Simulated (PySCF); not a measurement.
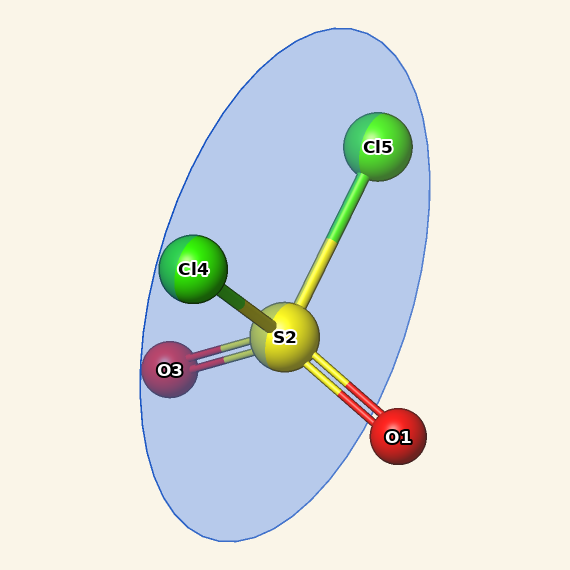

A disc through the centre of mass is drawn in. Distant atoms are faded towards the background colour. The computed structure is the end point of a PBE0-D3(BJ)/def2-SVP optimisation. No frequency run is at hand to confirm it as a minimum.

**Is the plane of the disc a mirror plane of the structure?**

Yes. The reflection leaves S2, Cl4, Cl5 in place and moves O1 ↔ O3. The point group is C2v.
